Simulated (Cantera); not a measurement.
Charge: 1 mol CH₃Cl, 0.32 mol CH₄, equilibrated at 0.133 bar.

Cantera equilibrium calculation (NASA polynomials, part measured and part estimated; ideal gas, pure solids and liquids). Candidate condensed phases: C, C₆H₆, C₇H₈, C₈H₁₈; 91 gas species. Rates play no part.

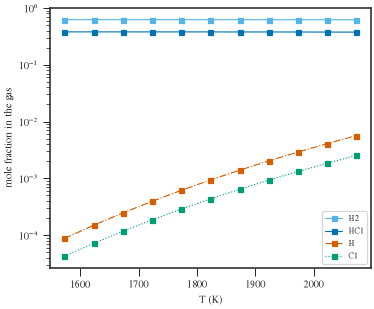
Figure: Equilibrium gas composition (values under 1e-9 drawn at 1e-9)

Read off the mole fractions at 1673 K.

H₂ about 0.62, HCl about 0.38, H about 0.00025, Cl about 0.00012.
